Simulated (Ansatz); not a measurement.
# SiMeH3 (CH6Si): reading failed and doubtful runs

2 inputs were typed for SiMeH3 (CH6Si). Each is run as it stands; the log then has to tell whether the result can be used.

Program: Ansatz 0.2.0, Gaussian basis. Level of theory: the settings change from run to run. These are calculated values, not measurements.

### 1 The relaxed structure

The structure was relaxed beforehand with r2SCAN-D4 in a triple-zeta def2 set.

8 atoms, charge 0, spin multiplicity 1.

Atoms are counted from 1 here; the program's logs count them from 0.

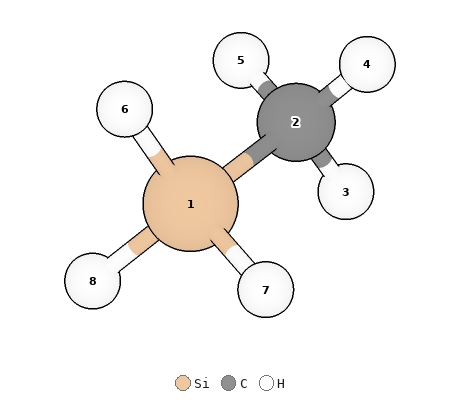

The structure; silicon light orange, carbon grey, hydrogen white; atoms are numbered from 1 in the order of the file.

### 2 Input 1

File in.yaml:

```yaml
crystal:
  periodic: [false, false, false]
  atoms:
    - {symbol: Si, position_ang: [-0.004381, 0.006615, -1.946055]}
    - {symbol: C, position_ang: [0.004957, -0.007446, 2.169712]}
    - {symbol: H, position_ang: [-2.237222, 0.081753, 3.029064]}
    - {symbol: H, position_ang: [1.208789, 1.886997, 3.027420]}
    - {symbol: H, position_ang: [1.049156, -1.999912, 3.014343]}
    - {symbol: H, position_ang: [3.053886, -0.068513, -3.105558]}
    - {symbol: H, position_ang: [-1.468947, 2.701040, -3.085352]}
    - {symbol: H, position_ang: [-1.606238, -2.600534, -3.103574]}
basis:
  gaussian: {orbitals: aug-cc-pVDZ}
hamiltonian: {xc: {name: B3LYP5}}
scf: {omitted_lower_state_checks: [starts]}
```

On the command line:

```sh
$ ansatz run in.yaml --threads 4 --pin off --events-out ev --progress --plain --max-ram 3916MiB
```

Log:

```text
Functional definition: B3LYP5
  name "B3LYP5"
  cite "Stephens, Devlin, Chabalowski & Frisch, J. Phys. Chem. 98, 11623 (1994) doi:10.1021/j100096a001"
  cite "Becke, Phys. Rev. A 38, 3098 (1988) doi:10.1103/PhysRevA.38.3098"
  cite "Lee, Yang & Parr, Phys. Rev. B 37, 785 (1988) doi:10.1103/PhysRevB.37.785"
  cite "Vosko, Wilk & Nusair, Can. J. Phys. 58, 1200 (1980) doi:10.1139/p80-159"
  parameter a0 = 0.2
  parameter ax = 0.72
  parameter ac = 0.81
  exchange = (1 - a0 - ax)*slater_x + ax*b88_x + a0*exact_x
  correlation = (1 - ac)*vwn5_c + ac*lyp_c
these checks for a lower state are left out or cut short: starts
969 factors; their error is unknown
mean field evaluation 1: about -8976.1495 eV, gradient 2.1e1 eV
mean field evaluation 2: about -8823.8924 eV, gradient 1.0e2 eV
mean field evaluation 4: about -8860.8523 eV, gradient 7.3e1 eV
mean field evaluation 8: about -8982.1163 eV, gradient 9.3e-3 eV
mean field -8982.13825207 eV, -330.0874924515 hartree, gradient 6.4e-5 eV, S^2 0.000000; 0 other end points of the search recorded, 0 dependent functions left out
reference -8982.13873155 eV, -330.0875100722 hartree; 13, 13 occupied and 91, 91 virtual orbitals, 969 factors
Total energy: -8982.13873155 eV, -330.0875100722 hartree
Checks for a lower state left out: starts
```

Wall time 1.2 s (4 threads of Arm Neoverse V1, shared host).

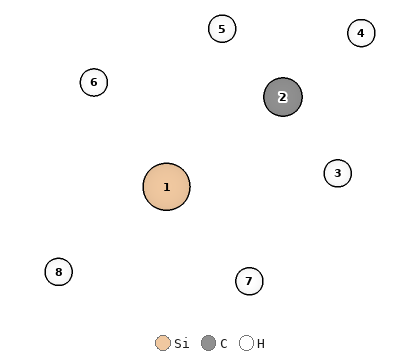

The geometry of this input.

**Diagnosis.** The run converged, but a converged run isn't a right one. The geometry is stretched to more than twice its size. The shortest distance is 2.40 Å (C2–H5), against 1.09 Å in the relaxed molecule. Its energy is no property of the relaxed molecule. Fix: use the relaxed coordinates.

### 3 Input 2

File in.yaml:

```yaml
crystal:
  periodic: [false, false, false]
  atoms:
    - {symbol: Si, position_ang: [-0.017313, 0.135769, -0.865387]}
    - {symbol: C, position_ang: [-0.090621, 0.137159, 1.127003]}
    - {symbol: H, position_ang: [-0.822169, 0.184839, 1.398128]}
    - {symbol: H, position_ang: [0.497496, 0.819376, 1.389506]}
    - {symbol: H, position_ang: [0.405829, -0.885383, 1.323421]}
    - {symbol: H, position_ang: [1.296750, 0.132915, -1.469180]}
    - {symbol: H, position_ang: [-0.650409, 1.207536, -1.301383]}
    - {symbol: H, position_ang: [-0.636476, -1.179958, -1.370268]}
basis:
  gaussian: {orbitals: "6-311G**"}
total_charge: 1
magnetization: {spin_polarized: true, initial_magnetization: 1}
hamiltonian: {xc: {name: B2GP-PLYP}, pseudopotentials: {relativity: none}}
```

The command is unchanged.

Log:

```text
Error: <dir> can't be read: No such file or directory (os error 2)
```

Run time: 0.05 s. Hardware: 4 threads of Arm Neoverse V1, shared host.

**Diagnosis.** The run ended at the input check. The line that matters: «<dir> can't be read: No such file or directory (os error 2)» No basis of that name is known. The cure: name a listed orbital basis. The input also asks for charge 1 and multiplicity 2, not those of the species named; set them back first. Its coordinates are also moved off the relaxed structure.

### 4 Summary

| input | level | ended | cause | time |
| --- | --- | --- | --- | --- |
| 1 | B3LYP5/aug-cc-pVDZ | converged | the geometry is stretched to more than twice its size | 1.2 s |
| 2 | B2GP-PLYP/6-311G** | refused | no basis of that name is known | 0.05 s |

In words: 1 converged, 1 refused. A refusal costs next to no computing time. The dangerous case is the input that converges on a wrong geometry, charge, spin, basis or grid: often only a look at the input shows it.
